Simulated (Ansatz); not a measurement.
**CH4OSSi: how energies converge with the basis set**

How large a basis does CH4OSSi need? Two functionals are run in growing sets.

The runs use Ansatz 0.2.0, Gaussian basis; one geometry, several basis sets.

Plan: PBE0-D4/def2-SVP; ωB97M-V/def2-SVP; PBE0-D4/def2-QZVPP; ωB97M-V/def2-QZVPP; the functionals' def2-TZVPP values are taken from earlier runs.

## Step 1: The geometry

An earlier PBE0-D4 in a triple-zeta def2 set relaxation fixed the geometry.

SMILES `OC1[SiH2]S1`, 8 atoms, charge 0, spin multiplicity 1.

Atoms are counted from 1 here; the program's logs count them from 0.

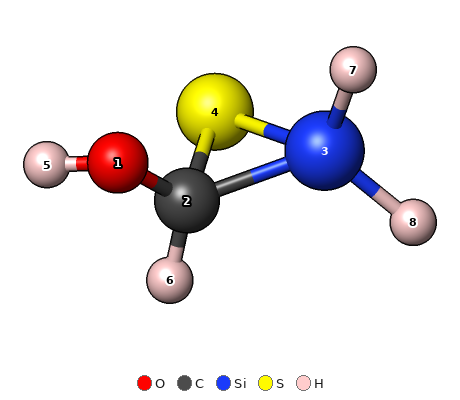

The structure; oxygen red, carbon dark grey, silicon blue, sulfur yellow, hydrogen pink; atoms are numbered from 1 in the order of the file.

## Step 2: PBE0-D4 in def2-SVP

in.yaml reads:

```yaml
crystal:
  periodic: [false, false, false]
  atoms:
    - {symbol: O, position_ang: [0.141277, 1.542923, -0.612543]}
    - {symbol: C, position_ang: [-0.385984, 0.492382, 0.110254]}
    - {symbol: Si, position_ang: [0.614149, -1.052949, 0.280936]}
    - {symbol: S, position_ang: [-1.123235, -0.947188, -0.872641]}
    - {symbol: H, position_ang: [-0.578060, 2.051703, -1.000510]}
    - {symbol: H, position_ang: [-1.082024, 0.782949, 0.896279]}
    - {symbol: H, position_ang: [1.923433, -1.104344, -0.402519]}
    - {symbol: H, position_ang: [0.582443, -1.822676, 1.545045]}
basis:
  gaussian: {orbitals: def2-SVP}
hamiltonian: {xc: pbe0, dispersion: d4}
output: {orbitals: {seedname: orbitals}}
```

Launch:

```sh
ansatz run in.yaml --threads 2 --pin off --events-out ev --progress --plain --max-ram 4352MiB
```

Standard output:

```text
Functional definition: PBE0
  name "PBE0"
  cite "Adamo & Barone, J. Chem. Phys. 110, 6158 (1999) doi:10.1063/1.478522"
  cite "Perdew, Burke & Ernzerhof, Phys. Rev. Lett. 77, 3865 (1996) doi:10.1103/PhysRevLett.77.3865"
  parent pbe
  parameter a = 0.25
  parameter kappa = 0.804
  parameter beta = 0.06672455060314922
  exchange = (1 - a)*pbe_x(kappa = kappa, mu = beta*pi^2/3) + a*exact_x
  correlation = pbe_c(beta = beta)
807 factors; integrals over basis functions are off by at most 1.1e-3 eV
mean field evaluation 1: about -21839.5045 eV, gradient 4.0e1 eV
mean field evaluation 2: about -21835.9892 eV, gradient 5.7e1 eV
mean field evaluation 4: about -21842.7089 eV, gradient 2.0e0 eV
mean field evaluation 8: about -21842.8329 eV, gradient 1.8e-1 eV
mean field evaluation 16: about -21842.8330 eV, gradient 2.6e-5 eV
mean field -21842.83296151 eV, -802.7093057316 hartree, gradient 2.6e-5 eV, S^2 0.000000; 0 other end points of the search recorded, 0 dependent functions left out
reference -21842.83298413 eV, -802.7093065628 hartree; 24, 24 occupied and 60, 60 virtual orbitals, 807 factors
Total energy: -21842.98623978 eV, -802.7149386042 hartree
```

Run time: 1.3 s. Hardware: 2 threads of Arm Neoverse V1, shared host.

## Step 3: ωB97M-V in def2-SVP

Edit in.yaml of step 2 so:

```diff
@@ -13,3 +13,3 @@
   gaussian: {orbitals: def2-SVP}
-hamiltonian: {xc: pbe0, dispersion: d4}
+hamiltonian: {xc: {name: wB97M-V}}
 output: {orbitals: {seedname: orbitals}}
```

Same command.

Standard output (excerpt; [...] marks lines left out):

```text
Functional definition: wB97M-V
  name "wB97M-V"
  cite "Mardirossian & Head-Gordon, J. Chem. Phys. 144, 214110 (2016) doi:10.1063/1.4952647"
  cite "Becke, J. Chem. Phys. 107, 8554 (1997) doi:10.1063/1.475007"
  cite "Vydrov & Van Voorhis, J. Chem. Phys. 133, 244103 (2010) doi:10.1063/1.3521275"
  # Of w^i u^j: cxij and so on, Table III.
[...]
  gx(w, u) = 1 - cx + cx01*u + cx10*w
  gss(w, u) = css00 + css04*u^4 + css10*w + css20*w^2 + css43*w^4*u^3
  gos(w, u) = cos00 + cos10*w + (cos20 + cos21*u)*w^2 + (cos60 + cos61*u)*w^6
[...]
      + integral(e_c_pw_mod_opposite_spin*gos(b97_w_opposite, b97_u_opposite)) + vv10(b, c)
807 factors; integrals over basis functions are off by at most 1.1e-3 eV
255 factors; integrals over basis functions are off by at most 7.2e-6 eV
[...]
mean field -21850.95473724 eV, -803.0077754845 hartree, gradient 4.2e-5 eV, S^2 0.000000; 0 other end points of the search recorded, 0 dependent functions left out
reference -21850.95477424 eV, -803.0077768441 hartree; 24, 24 occupied and 60, 60 virtual orbitals, 807 factors
Total energy: -21850.95477424 eV, -803.0077768441 hartree
```

Run time: 6 s. Hardware: 2 threads of Arm Neoverse V1, shared host.

## Step 4: PBE0-D4 in def2-QZVPP

Edit in.yaml of step 3 so:

```diff
@@ -12,4 +12,4 @@
 basis:
-  gaussian: {orbitals: def2-SVP}
-hamiltonian: {xc: {name: wB97M-V}}
+  gaussian: {orbitals: "def2-QZVPP.json"}
+hamiltonian: {xc: pbe0, dispersion: d4}
 output: {orbitals: {seedname: orbitals}}
```

Same command.

Standard output:

```text
Functional definition: PBE0
  name "PBE0"
  cite "Adamo & Barone, J. Chem. Phys. 110, 6158 (1999) doi:10.1063/1.478522"
  cite "Perdew, Burke & Ernzerhof, Phys. Rev. Lett. 77, 3865 (1996) doi:10.1103/PhysRevLett.77.3865"
  parent pbe
  parameter a = 0.25
  parameter kappa = 0.804
  parameter beta = 0.06672455060314922
  exchange = (1 - a)*pbe_x(kappa = kappa, mu = beta*pi^2/3) + a*exact_x
  correlation = pbe_c(beta = beta)
1354 factors; their error is unknown
mean field evaluation 1: about -21848.3969 eV, gradient 5.3e1 eV
mean field evaluation 2: about -21838.4974 eV, gradient 8.6e1 eV
mean field evaluation 4: about -21853.8918 eV, gradient 4.1e0 eV
mean field evaluation 8: about -21853.9460 eV, gradient 3.1e-1 eV
mean field evaluation 16: about -21853.9461 eV, gradient 5.2e-5 eV
mean field -21853.94612724 eV, -803.1177070394 hartree, gradient 5.2e-5 eV, S^2 0.000000; 0 other end points of the search recorded, 0 dependent functions left out
reference -21853.94616157 eV, -803.1177083010 hartree; 24, 24 occupied and 350, 350 virtual orbitals, 1354 factors
Total energy: -21854.09941723 eV, -803.1233403424 hartree
```

It took 8.5 s on 2 threads of Arm Neoverse V1, shared host; peak memory 1.1 GiB.

## Step 5: ωB97M-V in def2-QZVPP

Edit in.yaml of step 4 so:

```diff
@@ -13,3 +13,3 @@
   gaussian: {orbitals: "def2-QZVPP.json"}
-hamiltonian: {xc: pbe0, dispersion: d4}
+hamiltonian: {xc: {name: wB97M-V}}
 output: {orbitals: {seedname: orbitals}}
```

The command is unchanged.

Standard output (excerpt; [...] marks lines left out):

```text
Functional definition: wB97M-V
  name "wB97M-V"
  cite "Mardirossian & Head-Gordon, J. Chem. Phys. 144, 214110 (2016) doi:10.1063/1.4952647"
  cite "Becke, J. Chem. Phys. 107, 8554 (1997) doi:10.1063/1.475007"
  cite "Vydrov & Van Voorhis, J. Chem. Phys. 133, 244103 (2010) doi:10.1063/1.3521275"
  # Of w^i u^j: cxij and so on, Table III.
[...]
  gx(w, u) = 1 - cx + cx01*u + cx10*w
  gss(w, u) = css00 + css04*u^4 + css10*w + css20*w^2 + css43*w^4*u^3
  gos(w, u) = cos00 + cos10*w + (cos20 + cos21*u)*w^2 + (cos60 + cos61*u)*w^6
[...]
      + integral(e_c_pw_mod_opposite_spin*gos(b97_w_opposite, b97_u_opposite)) + vv10(b, c)
1306 factors; their error is unknown
300 factors; integrals over basis functions are off by at most 1.2e-5 eV
[...]
mean field -21862.11339804 eV, -803.4178487052 hartree, gradient 9.0e-5 eV, S^2 0.000000; 0 other end points of the search recorded, 0 dependent functions left out
reference -21862.11345432 eV, -803.4178507734 hartree; 24, 24 occupied and 350, 350 virtual orbitals, 1306 factors
Total energy: -21862.11345432 eV, -803.4178507734 hartree
```

Run time: 23 s. Hardware: 2 threads of Arm Neoverse V1, shared host; peak memory 1.2 GiB.

## Step 6: Density functionals: the series

The def2-TZVPP values come from earlier runs at the same geometry.

| functional | basis | functions | energy (eV) | from the largest (eV) | HOMO (eV) | LUMO (eV) |
| --- | --- | --- | --- | --- | --- | --- |
| PBE0-D4 | def2-SVP | 84 | -21842.9862 | 11.113 | -7.03 | -0.11 |
| PBE0-D4 | def2-TZVPP | 202 | -21853.3248 | 0.775 | -7.14 | -0.44 |
| PBE0-D4 | def2-QZVPP | 374 | -21854.0994 | 0.000 | -7.17 | -0.56 |
| ωB97M-V | def2-SVP | 84 | -21850.9548 | 11.159 | -9.16 | 1.85 |
| ωB97M-V | def2-TZVPP | 202 | -21861.3813 | 0.732 | -9.30 | 1.32 |
| ωB97M-V | def2-QZVPP | 374 | -21862.1135 | 0.000 | -9.35 | 1.00 |

## Step 7: Results

| quantity | value |
| --- | --- |
| PBE0-D4: double and triple zeta above quadruple | 11.11, 0.77 eV |
| ωB97M-V: double and triple zeta above quadruple | 11.16, 0.73 eV |

**Reading.** PBE0-D4 gains 10.34 eV from double to triple zeta, then 0.77 eV more. Total energies overstate the basis error of differences, where much of it tends to cancel. The LUMO of ωB97M-V is positive and keeps falling with the basis (1.85 to 1.00 eV): an unbound level that the basis holds in place.

For PBE0-D4 the largest set took about 7 times as long as the smallest (8.5 s against 1.3 s).
